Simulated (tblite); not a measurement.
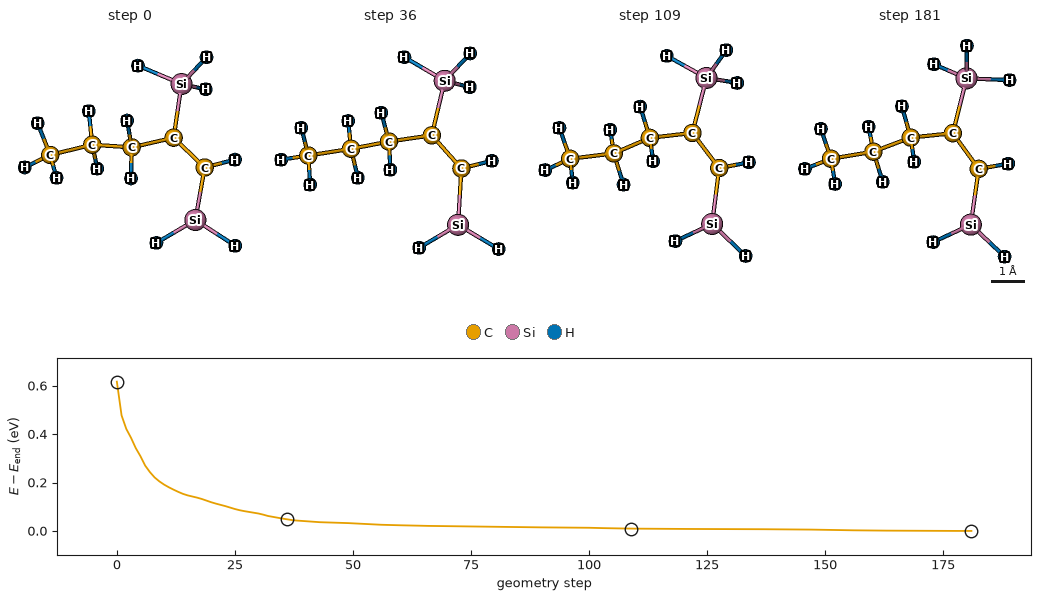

Frames of a relaxation of C$_{5}$H$_{13}$Si$_{2}$ (multiplicity 2), marked on the history of the run. Style: ball-and-stick. Shown at a tilt.

All numbers below come from tblite 0.8.0, GFN2-xTB geometry optimisation, gas phase. 

> What happens along the run?

After 181 geometry steps the energy has fallen by 0.617 eV. An H atom moves most after the best rigid fit: 1.05 Å. By element the largest moves are H 1.05 Å, Si 0.46 Å, C 0.31 Å. Among the contacts that change: C–C 1.319 → 1.365 Å, C–H 1.137 → 1.093 Å, C–Si 1.834 → 1.869 Å, C–H 1.120 → 1.088 Å. Bond angles that change, for instance: C–Si–H 115.7° → 127.1°, C–C–Si 119.7° → 129.1°, Si–C–H 122.4° → 114.3°. Groups turn about C–Si by about 45°, C–C by about 30°, C–C by about 30°. Cost: 1.3 s on 1 thread of Arm Neoverse V2 (shared host). From step 0 to 36: an H atom moves most (0.58 Å), energy −0.569 eV. From step 36 to 109: an H atom moves most (0.62 Å), energy −0.038 eV. From step 109 to 181: an H atom moves most (0.65 Å), energy −0.010 eV.

| step | E − E(0), eV |
| --- | --- |
| 0 | 0.0000 |
| 1 | -0.1395 |
| 2 | -0.1954 |
| 3 | -0.2320 |
| 4 | -0.2745 |
| 5 | -0.3081 |
| 6 | -0.3470 |
| 7 | -0.3737 |
| 8 | -0.3958 |
| 9 | -0.4121 |
| 10 | -0.4253 |
| 19 | -0.4915 |
| 28 | -0.5383 |
| 37 | -0.5717 |
| 46 | -0.5823 |
| 55 | -0.5905 |
| 64 | -0.5952 |
| 73 | -0.5974 |
| 82 | -0.6002 |
| 91 | -0.6022 |
| 100 | -0.6038 |
| 109 | -0.6072 |
| 118 | -0.6085 |
| 127 | -0.6090 |
| 136 | -0.6097 |
| 145 | -0.6109 |
| 154 | -0.6137 |
| 163 | -0.6156 |
| 172 | -0.6165 |
| 181 | -0.6169 |
